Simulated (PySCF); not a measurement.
```xyz
12

F     3.0383    0.4935    0.5290
C     1.8498   -0.1097    0.5819
C     0.9214    0.0404   -0.3513
F     1.1269    0.8431   -1.4148
C    -0.4287   -0.6005   -0.3454
C    -1.5087    0.4318   -0.0165
F    -1.3902    0.8410    1.2683
F    -2.7357   -0.1253   -0.1273
H     1.7252   -0.7318    1.4538
H    -0.4715   -1.3992    0.3947
H    -0.6487   -1.0060   -1.3357
H    -1.4767    1.3220   -0.6629
```

Geometry: GFN2-xTB.

Level of theory: PySCF 2.14.0, PBE0/pcSseg-1, SCF density, gas phase, non-relativistic.

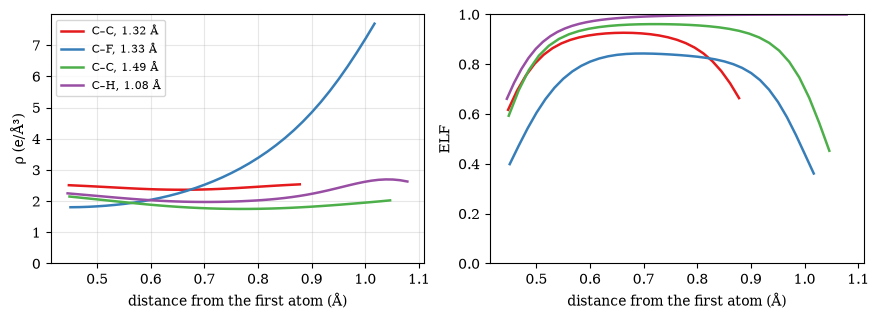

C4H4F4. Total electron density and electron localisation function along straight lines between neighbouring atoms. The curves leave out the atomic cores.

Question: What kind of bonding do the profiles show?

Answer: C–C (1.32 Å): ρ is about 2.4 e/Å³ halfway; the ELF peaks at about 0.95 between the atoms; a multiple bond.
C–F (1.33 Å): ρ at the midpoint is about 2.3 e/Å³; the ELF peaks at about 0.85 between the atoms: a polar covalent bond.
C–C (1.49 Å): ρ at the midpoint is about 1.8 e/Å³; the ELF peaks at about 0.95 between the atoms (a shared electron pair).
C–H (1.08 Å): the density is about 2.1 e/Å³ at the midpoint; the ELF climbs to about 1 towards the hydrogen, as it does in any bond to H: an ordinary covalent bond to hydrogen.
